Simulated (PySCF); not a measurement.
```csv
atom,x (Å),y (Å),z (Å)
N,-1.6427,1.3980,-2.2953
C,-1.5917,0.6203,-1.4552
Si,-1.5232,-0.6529,-0.0749
N,-2.6014,-0.3932,1.2389
N,0.0393,-0.4139,0.5806
C,1.2531,-0.3040,-0.2082
Si,2.5515,0.7560,0.7015
H,-1.8958,-1.9369,-0.6799
H,-2.4926,0.4337,1.8035
H,-3.5775,-0.5893,1.0995
H,0.2168,-0.7797,1.5035
H,0.9866,0.1568,-1.1610
H,1.6570,-1.2971,-0.4493
H,3.7425,0.8668,-0.1399
H,2.8873,0.0764,1.9590
H,1.9832,2.0679,1.0021
```

Geometry: GFN2-xTB.

Theory: PBE0/pcSseg-1, SCF density, gas phase, non-relativistic in PySCF 2.14.0.

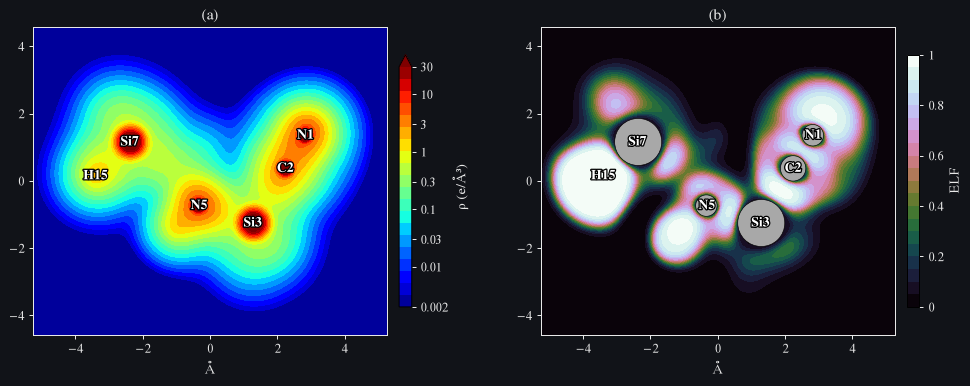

C₂H₉N₃Si₂. (a) total electron density; (b) electron localisation function on the plane of atoms C2, Si3 and N5. Grey discs cover the atomic cores in the ELF map.

Question: Read the bonding off the picture.

Answer: The plane passes through N, C, Si and H nuclei. C–N (1.15 Å): ρ at the midpoint is about 3.6 e/Å³; the ELF peaks at about 0.85 between the atoms (a multiple bond). Si–N (1.71 Å): ρ at the midpoint is about 1.1 e/Å³; the ELF peaks at about 0.90 between the atoms, as expected for a shared but strongly polarised pair. C–Si (1.88 Å): ρ at the midpoint is about 0.88 e/Å³; the ELF peaks at about 1 between the atoms; a shared electron pair. Si–H (1.47 Å): the density is about 0.8 e/Å³ at the midpoint; the ELF climbs to about 1 towards the hydrogen, as it does in any bond to H. The ELF also peaks beside N1, away from the bonds: lone-pair regions.
